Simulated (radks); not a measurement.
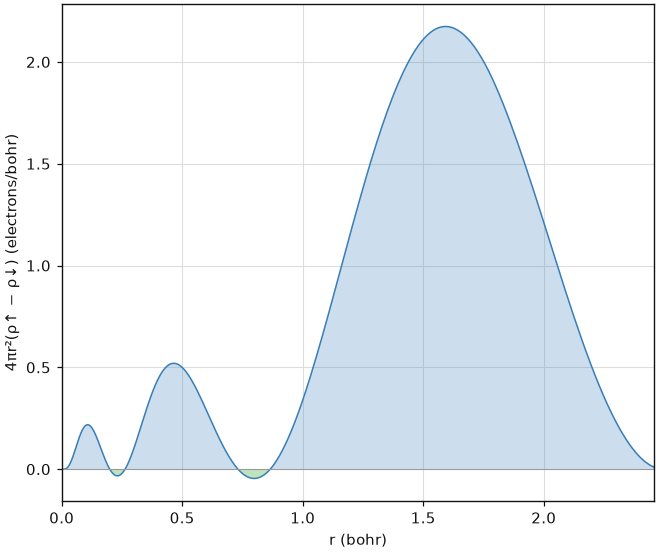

The neutral germanium atom; electrons: [Ar] 3d10 4s2 4p2 (high spin). It sits in a hard spherical wall of radius 2.5 bohr. Level of theory: non-relativistic Kohn-Sham, PBEsol, spin-polarised, spherical densities, point nucleus. Computed with the in-house radial solver radks.

The plot shows the radial spin density.

Describe it and give its main numbers.

The curve integrates to 2 unpaired electrons, held by 4p (+2). Its largest value, 2.17 electrons/bohr, lies near r = 1.6 bohr. Regions of the opposite sign hold 0.0055 electrons in all, from the polarisation of filled shells. At the nucleus the spin density is −0.656 bohr⁻³.
